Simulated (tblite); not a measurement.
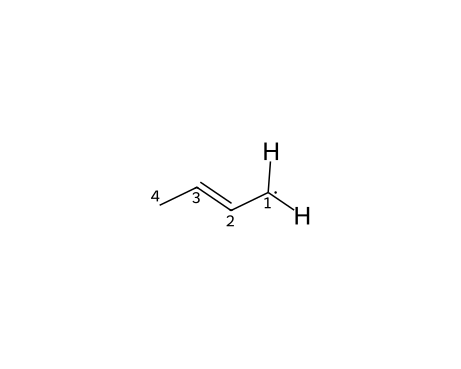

A structural formula, with wedges where it has stereocentres; small numbers name the atoms. The configuration is that of a computed structure (GFN2-xTB).

Give the R/S and E/Z labels.

C2=C3: E.

Write the isomeric SMILES.

[CH2]/C=C/C
